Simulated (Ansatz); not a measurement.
**CH5AlO: one molecule under many settings**

Aim: run CH5AlO under a spread of inputs, and see what each costs and gives.

Computed with Ansatz 0.2.0, Gaussian basis. Level: the settings change from run to run.

## (1) The relaxed structure

The structure was relaxed beforehand with PBE0-D4 in a triple-zeta def2 set.

8 atoms, charge 0, spin multiplicity 1.

Atoms are counted from 1 here; the program's logs count them from 0.

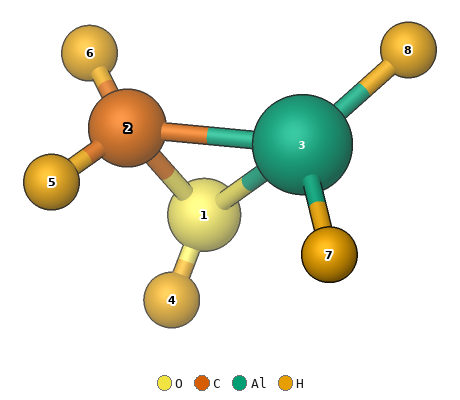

The structure; oxygen yellow, carbon orange, aluminium teal, hydrogen amber; atoms are numbered from 1 in the order of the file.

## (2) B3LYP5/def2-SVPD

Input file in.yaml:

```yaml
crystal:
  periodic: [false, false, false]
  atoms:
    - {symbol: O, position_ang: [-0.535038, 0.377591, -0.858197]}
    - {symbol: C, position_ang: [-0.173154, 0.741503, 0.571046]}
    - {symbol: Al, position_ang: [0.802812, -0.818739, -0.058601]}
    - {symbol: H, position_ang: [-1.459252, 0.124061, -0.927844]}
    - {symbol: H, position_ang: [-1.052685, 0.640405, 1.204482]}
    - {symbol: H, position_ang: [0.178255, 1.769868, 0.553465]}
    - {symbol: H, position_ang: [0.122260, -2.224753, 0.229979]}
    - {symbol: H, position_ang: [2.208801, -0.666938, -0.770231]}
basis:
  gaussian: {orbitals: def2-SVPD}
hamiltonian: {xc: {name: B3LYP5}}
output: {forces: true}
```

Command:

```
$ ansatz run in.yaml --threads 2 --pin off --events-out ev --progress --plain --max-ram 4352MiB
```

The program printed (excerpt; [...] marks lines left out):

```text
Functional definition: B3LYP5
  name "B3LYP5"
  cite "Stephens, Devlin, Chabalowski & Frisch, J. Phys. Chem. 98, 11623 (1994) doi:10.1021/j100096a001"
  cite "Becke, Phys. Rev. A 38, 3098 (1988) doi:10.1103/PhysRevA.38.3098"
  cite "Lee, Yang & Parr, Phys. Rev. B 37, 785 (1988) doi:10.1103/PhysRevB.37.785"
  cite "Vosko, Wilk & Nusair, Can. J. Phys. 58, 1200 (1980) doi:10.1139/p80-159"
[...]
912 factors; their error is unknown
[...]
mean field -9754.93877140 eV, -358.4873877139 hartree, gradient 2.3e-5 eV, S^2 0.000000; 0 other end points of the search recorded, 0 dependent functions left out
[...]
reference -9754.93903838 eV, -358.4873975255 hartree; 16, 16 occupied and 91, 91 virtual orbitals, 912 factors
Total energy: -9754.93903838 eV, -358.4873975255 hartree
Atom 0 at    -0.535038     0.377591    -0.858197 Å, force    -0.152336     0.098457    -0.212777 eV/Å
Atom 1 at    -0.173154     0.741503     0.571046 Å, force     0.137375     0.041925     0.148584 eV/Å
Atom 2 at     0.802812    -0.818739    -0.058601 Å, force     0.374575    -0.373078     0.032212 eV/Å
Atom 3 at    -1.459252     0.124061    -0.927844 Å, force    -0.236760    -0.027825    -0.149761 eV/Å
Atom 4 at    -1.052685     0.640405     1.204482 Å, force    -0.221496    -0.013139     0.144469 eV/Å
Atom 5 at     0.178255     1.769868     0.553465 Å, force     0.103826     0.261022     0.027002 eV/Å
Atom 6 at     0.122260    -2.224753     0.229979 Å, force     0.017620     0.020715    -0.005400 eV/Å
Atom 7 at     2.208801    -0.666938    -0.770231 Å, force    -0.022803    -0.008076     0.015670 eV/Å
Dipole moment:    -0.466315     0.202747     0.077928 e Å
```

Run time: 1.6 s. Hardware: 2 threads of Arm Neoverse V2, shared host.

Largest force 0.530 eV/Å, dipole 2.47 D.

## (3) LC-wPBE/pcseg-2

Edit in.yaml of step 2 so:

```diff
@@ -12,4 +12,3 @@
 basis:
-  gaussian: {orbitals: def2-SVPD}
-hamiltonian: {xc: {name: B3LYP5}}
-output: {forces: true}
+  gaussian: {orbitals: pcseg-2}
+hamiltonian: {xc: {name: LC-wPBE}}
```

Same command.

The program printed (excerpt; [...] marks lines left out):

```text
Functional definition: LC-wPBE
  name "LC-wPBE"
  cite "Vydrov & Scuseria, J. Chem. Phys. 125, 234109 (2006) doi:10.1063/1.2409292"
  cite "Heyd & Scuseria, J. Chem. Phys. 120, 7274 (2004) doi:10.1063/1.1668634"
  cite "Ernzerhof & Perdew, J. Chem. Phys. 109, 3313 (1998) doi:10.1063/1.476928"
  cite "Perdew, Burke & Ernzerhof, Phys. Rev. Lett. 77, 3865 (1996) doi:10.1103/PhysRevLett.77.3865"
  parent pbe
[...]
834 factors; their error is unknown
291 factors; integrals over basis functions are off by at most 7.7e-5 eV
[...]
mean field -9759.34852978 eV, -358.6494433454 hartree, gradient 3.3e-5 eV, S^2 0.000000; 0 other end points of the search recorded, 0 dependent functions left out
reference -9759.34852979 eV, -358.6494433457 hartree; 16, 16 occupied and 148, 148 virtual orbitals, 834 factors
Total energy: -9759.34852979 eV, -358.6494433457 hartree
```

It took 1.6 s on 2 threads of Arm Neoverse V2, shared host.

## (4) revPBE0/STO-3G

Set apart from the defaults: density fitting with def2-universal-jkfit, relativity set to none.

Edit in.yaml of step 3 so:

```diff
@@ -12,3 +12,4 @@
 basis:
-  gaussian: {orbitals: pcseg-2}
-hamiltonian: {xc: {name: LC-wPBE}}
+  gaussian: {orbitals: STO-3G, fitting: {mean_field: def2-universal-jkfit}}
+hamiltonian: {xc: {name: revPBE0}, pseudopotentials: {relativity: none}}
+output: {forces: true}
```

Launched as before.

The program printed (excerpt; [...] marks lines left out):

```text
Functional definition: revPBE0
  name "revPBE0"
  cite "Zhang & Yang, Phys. Rev. Lett. 80, 890 (1998) doi:10.1103/PhysRevLett.80.890"
  cite "Adamo & Barone, J. Chem. Phys. 110, 6158 (1999) doi:10.1063/1.478522"
  cite "Perdew, Burke & Ernzerhof, Phys. Rev. Lett. 77, 3865 (1996) doi:10.1103/PhysRevLett.77.3865"
[...]
370 factors; integrals over basis functions are off by at most 7.0e-3 eV
[...]
mean field -9638.76309133 eV, -354.2180102180 hartree, gradient 2.7e-5 eV, S^2 0.000000; 0 other end points of the search recorded, 0 dependent functions left out
[...]
reference -9638.76311056 eV, -354.2180109249 hartree; 16, 16 occupied and 8, 8 virtual orbitals, 370 factors
Total energy: -9638.76311056 eV, -354.2180109249 hartree
Atom 0 at    -0.535038     0.377591    -0.858197 Å, force     3.922081     0.336402    -0.457126 eV/Å
Atom 1 at    -0.173154     0.741503     0.571046 Å, force     0.604899    -1.540924    -0.326465 eV/Å
Atom 2 at     0.802812    -0.818739    -0.058601 Å, force    -0.288452    -0.139004    -0.400227 eV/Å
Atom 3 at    -1.459252     0.124061    -0.927844 Å, force    -3.170123    -0.876389     0.229197 eV/Å
Atom 4 at    -1.052685     0.640405     1.204482 Å, force    -0.423812     0.121867     0.394192 eV/Å
Atom 5 at     0.178255     1.769868     0.553465 Å, force     0.163870     0.637337     0.120247 eV/Å
Atom 6 at     0.122260    -2.224753     0.229979 Å, force     0.715084     1.557434    -0.302824 eV/Å
Atom 7 at     2.208801    -0.666938    -0.770231 Å, force    -1.523548    -0.096723     0.743007 eV/Å
Dipole moment:    -0.391152     0.070795     0.001469 e Å
```

Run time: 0.35 s. Hardware: 2 threads of Arm Neoverse V2, shared host.

Largest force 3.963 eV/Å, dipole 1.91 D.

## (5) B97/def2-SVP

Options: coordinates scaled by 1.25, high accuracy.

Input file in.yaml:

```yaml
crystal:
  periodic: [false, false, false]
  atoms:
    - {symbol: O, position_ang: [-0.668797, 0.471989, -1.072746]}
    - {symbol: C, position_ang: [-0.216443, 0.926879, 0.713808]}
    - {symbol: Al, position_ang: [1.003515, -1.023423, -0.073251]}
    - {symbol: H, position_ang: [-1.824065, 0.155076, -1.159806]}
    - {symbol: H, position_ang: [-1.315857, 0.800506, 1.505602]}
    - {symbol: H, position_ang: [0.222819, 2.212335, 0.691832]}
    - {symbol: H, position_ang: [0.152825, -2.780941, 0.287474]}
    - {symbol: H, position_ang: [2.761001, -0.833672, -0.962788]}
basis:
  gaussian: {orbitals: def2-SVP}
hamiltonian: {xc: {name: B97}}
accuracy: high
```

Launched as before.

The program printed (excerpt; [...] marks lines left out):

```text
Functional definition: B97
  name "B97"
  cite "Becke, J. Chem. Phys. 107, 8554 (1997) doi:10.1063/1.475007"
[...]
      + integral(e_c_pw_opposite_spin*poly(b97_u_opposite, cos0, cos1, cos2))
1569 factors; integrals over basis functions are off by at most 3.8e-9 eV
[...]
mean field -9749.57902045 eV, -358.2904204996 hartree, gradient 4.2e-8 eV, S^2 0.000000; 0 other end points of the search recorded, 0 dependent functions left out
reference -9749.57902289 eV, -358.2904205893 hartree; 16, 16 occupied and 55, 55 virtual orbitals, 1569 factors
Total energy: -9749.57902289 eV, -358.2904205893 hartree
```

Wall time 6.5 s (2 threads of Arm Neoverse V2, shared host); peak memory 0.37 GiB.

## (6) RPBE/def2-TZVPP

Options: the search for lower states set to light.

Input file in.yaml:

```yaml
crystal:
  periodic: [false, false, false]
  atoms:
    - {symbol: O, position_ang: [-0.535038, 0.377591, -0.858197]}
    - {symbol: C, position_ang: [-0.173154, 0.741503, 0.571046]}
    - {symbol: Al, position_ang: [0.802812, -0.818739, -0.058601]}
    - {symbol: H, position_ang: [-1.459252, 0.124061, -0.927844]}
    - {symbol: H, position_ang: [-1.052685, 0.640405, 1.204482]}
    - {symbol: H, position_ang: [0.178255, 1.769868, 0.553465]}
    - {symbol: H, position_ang: [0.122260, -2.224753, 0.229979]}
    - {symbol: H, position_ang: [2.208801, -0.666938, -0.770231]}
basis:
  gaussian: {orbitals: def2-TZVPP}
hamiltonian: {xc: {name: RPBE}}
scf: {lower_state_search: light}
```

Launched as before.

The program printed:

```text
Functional definition: RPBE
  name "RPBE"
  cite "Hammer, Hansen & Nørskov, Phys. Rev. B 59, 7413 (1999) doi:10.1103/PhysRevB.59.7413"
  cite "Perdew, Burke & Ernzerhof, Phys. Rev. Lett. 77, 3865 (1996) doi:10.1103/PhysRevLett.77.3865"
  parameter kappa = 0.804
  parameter beta = 0.06672455060314922
  exchange = rpbe_x(kappa = kappa, mu = beta*pi^2/3)
  correlation = pbe_c(beta = beta)
895 factors; their error is unknown
mean field evaluation 1: about -9754.8539 eV, gradient 5.9e1 eV
mean field evaluation 2: about -9731.6646 eV, gradient 1.1e2 eV
mean field evaluation 4: about -9762.2946 eV, gradient 1.2e1 eV
mean field evaluation 8: about -9762.5611 eV, gradient 2.3e-1 eV
mean field evaluation 16: about -9762.5475 eV, gradient 1.4e-4 eV
mean field -9762.54749152 eV, -358.7670030211 hartree, gradient 2.3e-5 eV, S^2 0.000000; 0 other end points of the search recorded, 0 dependent functions left out
reference -9762.54753560 eV, -358.7670046409 hartree; 16, 16 occupied and 158, 158 virtual orbitals, 895 factors
Total energy: -9762.54753560 eV, -358.7670046409 hartree
```

Wall time 1.4 s (2 threads of Arm Neoverse V2, shared host).

## (7) BLYP/ANO-RCC-VTZP

This run has charge +1, multiplicity 2, atoms shaken by 0.08 Å, D4 dispersion.

Input file in.yaml:

```yaml
crystal:
  periodic: [false, false, false]
  atoms:
    - {symbol: O, position_ang: [-0.671333, 0.377378, -0.808673]}
    - {symbol: C, position_ang: [-0.253757, 0.637351, 0.667422]}
    - {symbol: Al, position_ang: [0.944330, -0.886977, -0.108869]}
    - {symbol: H, position_ang: [-1.334970, 0.194177, -1.061588]}
    - {symbol: H, position_ang: [-1.012581, 0.624231, 1.079996]}
    - {symbol: H, position_ang: [0.107563, 1.794104, 0.579642]}
    - {symbol: H, position_ang: [0.156711, -2.157445, 0.230009]}
    - {symbol: H, position_ang: [2.278503, -0.868428, -0.756203]}
basis:
  gaussian: {orbitals: ANO-RCC-VTZP}
total_charge: 1
magnetization: {spin_polarized: true, initial_magnetization: 1}
hamiltonian: {xc: {name: BLYP}, dispersion: d4}
```

The command is unchanged.

The program printed:

```text
Functional definition: BLYP
  name "BLYP"
  cite "Becke, Phys. Rev. A 38, 3098 (1988) doi:10.1103/PhysRevA.38.3098"
  cite "Lee, Yang & Parr, Phys. Rev. B 37, 785 (1988) doi:10.1103/PhysRevB.37.785"
  parameter beta = 0.0042
  parameter a = 0.04918
  parameter b = 0.132
  parameter c = 0.2533
  parameter d = 0.349
  exchange = b88_x(beta = beta)
  correlation = lyp_c(a = a, b = b, c = c, d = d)
1085 factors; their error is unknown
mean field evaluation 1: about -9736.3464 eV, gradient 8.1e1 eV
mean field evaluation 2: about -9463.9260 eV, gradient 1.8e2 eV
mean field evaluation 4: about -9753.2283 eV, gradient 4.5e1 eV
mean field evaluation 8: about -9762.0175 eV, gradient 7.5e0 eV
mean field evaluation 16: about -9762.5455 eV, gradient 2.4e-2 eV
mean field evaluation 32: about -9762.3784 eV, gradient 2.4e0 eV
mean field -9762.54547900 eV, -358.7669290622 hartree, gradient 1.0e-5 eV, S^2 0.753574; 4 other end points of the search recorded, 0 dependent functions left out
reference -9762.54585188 eV, -358.7669427654 hartree; 16, 15 occupied and 148, 149 virtual orbitals, 1085 factors
Total energy: -9762.74463725 eV, -358.7742479930 hartree
Relativity: scalar
```

It took 8 s on 2 threads of Arm Neoverse V2, shared host; peak memory 0.28 GiB.

⟨S²⟩ 0.754.

## (8) wB97X-V/def2-mTZVPP

Options: multiplicity 3, coordinates scaled by 1.12, density fitting with cc-pVTZ-jkfit.

Input file in.yaml:

```yaml
crystal:
  periodic: [false, false, false]
  atoms:
    - {symbol: O, position_ang: [-0.599242, 0.422902, -0.961181]}
    - {symbol: C, position_ang: [-0.193933, 0.830484, 0.639572]}
    - {symbol: Al, position_ang: [0.899150, -0.916987, -0.065633]}
    - {symbol: H, position_ang: [-1.634362, 0.138949, -1.039186]}
    - {symbol: H, position_ang: [-1.179008, 0.717254, 1.349020]}
    - {symbol: H, position_ang: [0.199646, 1.982252, 0.619881]}
    - {symbol: H, position_ang: [0.136931, -2.491724, 0.257577]}
    - {symbol: H, position_ang: [2.473857, -0.746970, -0.862658]}
basis:
  gaussian: {orbitals: def2-mTZVPP, fitting: {mean_field: cc-pVTZ-jkfit}}
magnetization: {spin_polarized: true, initial_magnetization: 2}
hamiltonian: {xc: {name: wB97X-V}}
output: {forces: true}
```

The command is unchanged.

The program printed (excerpt; [...] marks lines left out):

```text
Functional definition: wB97X-V
  name "wB97X-V"
  cite "Mardirossian & Head-Gordon, Phys. Chem. Chem. Phys. 16, 9904 (2014) doi:10.1039/C3CP54374A"
  cite "Becke, J. Chem. Phys. 107, 8554 (1997) doi:10.1063/1.475007"
  cite "Vydrov & Van Voorhis, J. Chem. Phys. 133, 244103 (2010) doi:10.1063/1.3521275"
[...]
      + integral(e_c_pw_opposite_spin*poly(b97_u_opposite, cos0, cos1)) + vv10(b, c)
429 factors; integrals over basis functions are off by at most 2.8e-1 eV
429 factors; integrals over basis functions are off by at most 2.1e-6 eV
[...]
mean field -9754.43665506 eV, -358.4689352787 hartree, gradient 2.0e-5 eV, S^2 2.008468; 2 other end points of the search recorded, 0 dependent functions left out
[...]
reference -9754.43665449 eV, -358.4689352578 hartree; 17, 15 occupied and 73, 75 virtual orbitals, 429 factors
Total energy: -9754.43665449 eV, -358.4689352578 hartree
Atom 0 at    -0.599242     0.422902    -0.961181 Å, force    -2.424793    -1.661329    -2.083720 eV/Å
Atom 1 at    -0.193933     0.830484     0.639572 Å, force    -1.871055     3.856471     3.738699 eV/Å
Atom 2 at     0.899150    -0.916987    -0.065633 Å, force    -0.344152    -0.807519    -1.530949 eV/Å
Atom 3 at    -1.634362     0.138949    -1.039186 Å, force     2.731382     0.250189     0.210387 eV/Å
Atom 4 at    -1.179008     0.717254     1.349020 Å, force     2.834628    -0.118923    -1.659967 eV/Å
Atom 5 at     0.199646     1.982252     0.619881 Å, force    -0.154945    -3.353119     0.191223 eV/Å
Atom 6 at     0.136931    -2.491724     0.257577 Å, force     0.913810     1.839033    -0.055751 eV/Å
Atom 7 at     2.473857    -0.746970    -0.862658 Å, force    -1.684875    -0.004803     1.190078 eV/Å
Dipole moment:    -0.237853     0.123144     0.200852 e Å
```

Wall time 7.5 s (2 threads of Arm Neoverse V2, shared host); peak memory 0.28 GiB.

Largest force 5.688 eV/Å, dipole 1.61 D, ⟨S²⟩ 2.008.

## (9) PBE0/cc-pVTZ

This run has atoms shaken by 0.08 Å, D3(BJ) with three-body dispersion, high accuracy.

Input file in.yaml:

```yaml
crystal:
  periodic: [false, false, false]
  atoms:
    - {symbol: O, position_ang: [-0.507483, 0.301810, -0.924602]}
    - {symbol: C, position_ang: [-0.215954, 0.828109, 0.526140]}
    - {symbol: Al, position_ang: [0.712678, -0.758049, -0.097347]}
    - {symbol: H, position_ang: [-1.188141, 0.098490, -1.011708]}
    - {symbol: H, position_ang: [-1.134644, 0.700016, 1.231680]}
    - {symbol: H, position_ang: [0.277427, 1.687563, 0.529306]}
    - {symbol: H, position_ang: [0.250098, -2.345357, 0.259810]}
    - {symbol: H, position_ang: [2.334135, -0.623183, -0.816808]}
basis:
  gaussian: {orbitals: cc-pVTZ}
hamiltonian: {xc: {name: PBE0}, dispersion: d3bjatm}
accuracy: high
```

Launched as before.

The program printed:

```text
Functional definition: PBE0
  name "PBE0"
  cite "Adamo & Barone, J. Chem. Phys. 110, 6158 (1999) doi:10.1063/1.478522"
  cite "Perdew, Burke & Ernzerhof, Phys. Rev. Lett. 77, 3865 (1996) doi:10.1103/PhysRevLett.77.3865"
  parent pbe
  parameter a = 0.25
  parameter kappa = 0.804
  parameter beta = 0.06672455060314922
  exchange = (1 - a)*pbe_x(kappa = kappa, mu = beta*pi^2/3) + a*exact_x
  correlation = pbe_c(beta = beta)
2889 factors; integrals over basis functions are off by at most 3.2e-9 eV
mean field evaluation 1: about -9747.4795 eV, gradient 5.4e1 eV
mean field evaluation 2: about -9743.8969 eV, gradient 6.9e1 eV
mean field evaluation 4: about -9752.5484 eV, gradient 3.7e0 eV
mean field evaluation 8: about -9752.5767 eV, gradient 6.8e-2 eV
mean field evaluation 16: about -9752.5767 eV, gradient 5.8e-6 eV
mean field -9752.57666044 eV, -358.4005817372 hartree, gradient 4.0e-8 eV, S^2 0.000000; 0 other end points of the search recorded, 0 dependent functions left out
reference -9752.57666348 eV, -358.4005818490 hartree; 16, 16 occupied and 148, 148 virtual orbitals, 2889 factors
Total energy: -9752.67531998 eV, -358.4042074085 hartree
```

It took 7.5 s on 2 threads of Arm Neoverse V2, shared host; peak memory 0.67 GiB.

## (10) wB97M-V/aug-pcseg-2

Input file in.yaml:

```yaml
crystal:
  periodic: [false, false, false]
  atoms:
    - {symbol: O, position_ang: [-0.535038, 0.377591, -0.858197]}
    - {symbol: C, position_ang: [-0.173154, 0.741503, 0.571046]}
    - {symbol: Al, position_ang: [0.802812, -0.818739, -0.058601]}
    - {symbol: H, position_ang: [-1.459252, 0.124061, -0.927844]}
    - {symbol: H, position_ang: [-1.052685, 0.640405, 1.204482]}
    - {symbol: H, position_ang: [0.178255, 1.769868, 0.553465]}
    - {symbol: H, position_ang: [0.122260, -2.224753, 0.229979]}
    - {symbol: H, position_ang: [2.208801, -0.666938, -0.770231]}
basis:
  gaussian: {orbitals: aug-pcseg-2}
hamiltonian: {xc: {name: wB97M-V}}
output: {forces: true}
```

Same command.

The program printed (excerpt; [...] marks lines left out):

```text
Functional definition: wB97M-V
  name "wB97M-V"
  cite "Mardirossian & Head-Gordon, J. Chem. Phys. 144, 214110 (2016) doi:10.1063/1.4952647"
  cite "Becke, J. Chem. Phys. 107, 8554 (1997) doi:10.1063/1.475007"
  cite "Vydrov & Van Voorhis, J. Chem. Phys. 133, 244103 (2010) doi:10.1063/1.3521275"
  # Of w^i u^j: cxij and so on, Table III.
[...]
  gx(w, u) = 1 - cx + cx01*u + cx10*w
  gss(w, u) = css00 + css04*u^4 + css10*w + css20*w^2 + css43*w^4*u^3
  gos(w, u) = cos00 + cos10*w + (cos20 + cos21*u)*w^2 + (cos60 + cos61*u)*w^6
[...]
      + integral(e_c_pw_mod_opposite_spin*gos(b97_w_opposite, b97_u_opposite)) + vv10(b, c)
1025 factors; their error is unknown
493 factors; integrals over basis functions are off by at most 2.7e-5 eV
[...]
mean field -9761.32959798 eV, -358.7222462589 hartree, gradient 5.8e-5 eV, S^2 0.000000; 0 other end points of the search recorded, 0 dependent functions left out
[...]
reference -9761.32967316 eV, -358.7222490216 hartree; 16, 16 occupied and 241, 241 virtual orbitals, 1025 factors
Total energy: -9761.32967316 eV, -358.7222490216 hartree
Atom 0 at    -0.535038     0.377591    -0.858197 Å, force    -0.167949    -0.099741    -0.172031 eV/Å
Atom 1 at    -0.173154     0.741503     0.571046 Å, force     0.047040     0.145477     0.275262 eV/Å
Atom 2 at     0.802812    -0.818739    -0.058601 Å, force     0.076249    -0.109879    -0.059968 eV/Å
Atom 3 at    -1.459252     0.124061    -0.927844 Å, force     0.081221     0.040969    -0.020903 eV/Å
Atom 4 at    -1.052685     0.640405     1.204482 Å, force     0.085376     0.017976    -0.085000 eV/Å
Atom 5 at     0.178255     1.769868     0.553465 Å, force    -0.049739    -0.116742     0.004895 eV/Å
Atom 6 at     0.122260    -2.224753     0.229979 Å, force     0.066764     0.134140    -0.021193 eV/Å
Atom 7 at     2.208801    -0.666938    -0.770231 Å, force    -0.138961    -0.012200     0.078938 eV/Å
Dipole moment:    -0.461951     0.203173     0.073363 e Å
```

Run time: 17 s. Hardware: 2 threads of Arm Neoverse V2, shared host; peak memory 0.85 GiB.

Largest force 0.315 eV/Å, dipole 2.45 D.

## (11) The runs in one table

```tsv
level	charge	multiplicity	geometry	functions	energy (eV)	time
B3LYP5/def2-SVPD	0	1	relaxed	107	-9754.939	1.6 s
LC-wPBE/pcseg-2	0	1	relaxed	164	-9759.349	1.6 s
revPBE0/STO-3G	0	1	relaxed	24	-9638.763	0.35 s
B97/def2-SVP	0	1	scaled	71	-9749.579	6.5 s
RPBE/def2-TZVPP	0	1	relaxed	174	-9762.548	1.4 s
BLYP/ANO-RCC-VTZP	1	2	shaken	164	-9762.745	8 s
wB97X-V/def2-mTZVPP	0	3	scaled	90	-9754.437	7.5 s
PBE0/cc-pVTZ	0	1	shaken	164	-9752.675	7.5 s
wB97M-V/aug-pcseg-2	0	1	relaxed	257	-9761.330	17 s
```

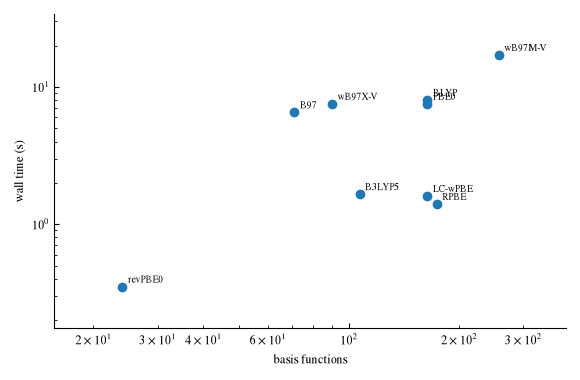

Wall time against the number of basis functions (shared host).

## (12) Results

| quantity | value |
| --- | --- |
| runs | 9 |
| quickest | revPBE0/STO-3G, 0.35 s |
| slowest | wB97M-V/aug-pcseg-2, 17 s |
| spread of total energies, same state and geometry | 123.8 eV |
| dipole, same state and geometry | 1.91 to 2.47 D |

**Reading.** wB97M-V/aug-pcseg-2 took 49 times as long as revPBE0/STO-3G. The jobs differ in tasks and options as well as level. Total energies at one charge and spin differ by 124 eV between levels, so only differences within one level mean anything. At the PBE0-D4/def2-TZVP geometry and in the same state, runs without warnings or point charges leave forces up to 3.96 eV/Å (revPBE0/STO-3G). At that geometry and state the dipole changes by 29 % between the lowest and highest value.
